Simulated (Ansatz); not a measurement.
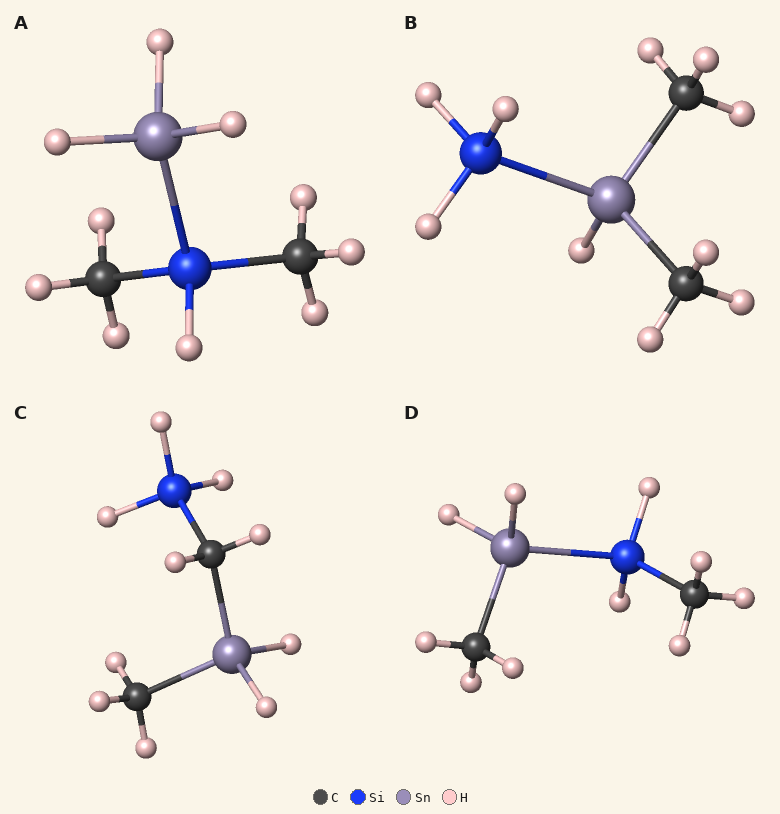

Simulated data, not a measurement (program: Ansatz).

Question: Match each picture to its SMILES.
(1) [CH3][SnH]([CH3])[SiH3]
(2) C[SiH2][SnH2][CH3]
(3) C[SiH](C)[SnH3]
(4) [CH3][SnH2][CH2][SiH3]

Answer: A is (3), B is (1), C is (4), D is (2).
